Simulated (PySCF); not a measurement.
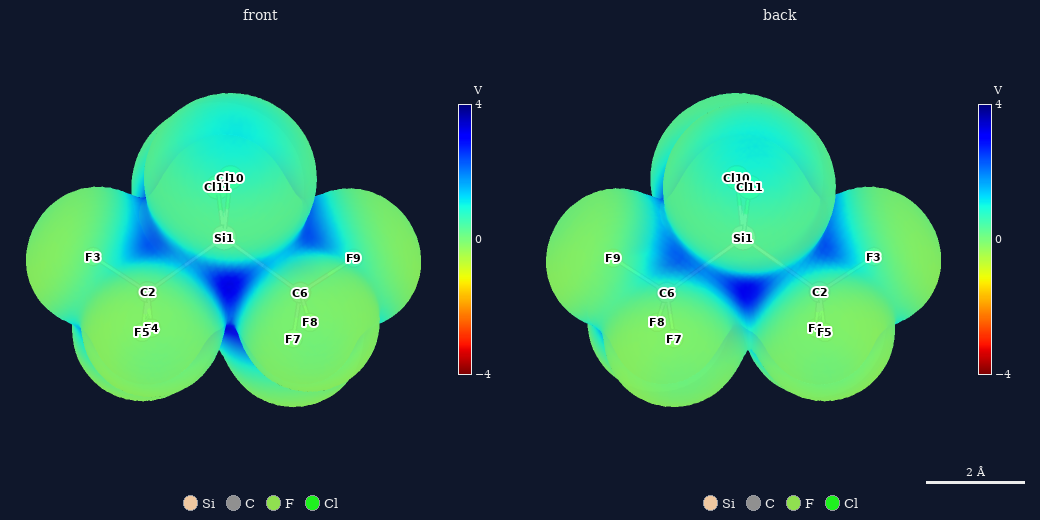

Figure. C2Cl2F6Si. The electrostatic potential painted on the density surface at 0.004 e/bohr³, seen from the front and from behind; red is negative and blue positive.

Geometry: PBE0-D3(BJ)/def2-SVP.

The calculation used PBE0/pcSseg-1, SCF density, gas phase, non-relativistic in PySCF.

```yaml
atoms:
  - { symbol: Si, position_ang: [-0.5811, 0.0786, -0.4747] }
  - { symbol: C, position_ang: [-0.7111, -0.1567, 1.4352] }
  - { symbol: F, position_ang: [-1.9786, -0.1362, 1.8487] }
  - { symbol: F, position_ang: [-0.0532, 0.8187, 2.0695] }
  - { symbol: F, position_ang: [-0.1752, -1.3230, 1.8048] }
  - { symbol: C, position_ang: [1.2807, 0.0653, -0.9808] }
  - { symbol: F, position_ang: [1.8865, -1.0205, -0.4903] }
  - { symbol: F, position_ang: [1.9150, 1.1384, -0.5018] }
  - { symbol: F, position_ang: [1.4251, 0.0564, -2.3068] }
  - { symbol: Cl, position_ang: [-1.3957, 1.8713, -0.9842] }
  - { symbol: Cl, position_ang: [-1.5144, -1.4778, -1.3887] }
```

Where is the surface potential most negative and most positive?

Answer. The most negative region (about −0.2 V) lies over the F atoms, the most positive (about +3.1 V, or +71 kcal/mol for a unit charge) over Si1. Cl10 shows a σ-hole: about +1.1 V, or +25 kcal/mol for a unit charge at the tip opposite its bond, against about +0.4 V, or +9 kcal/mol for a unit charge on its flanks. Cl11 shows a σ-hole: about +1.1 V, or +25 kcal/mol for a unit charge at the tip opposite its bond, against about +0.4 V, or +9 kcal/mol for a unit charge on its flanks.

What dipole moment does the calculation give?

Answer. Its dipole moment is 0.84 D.
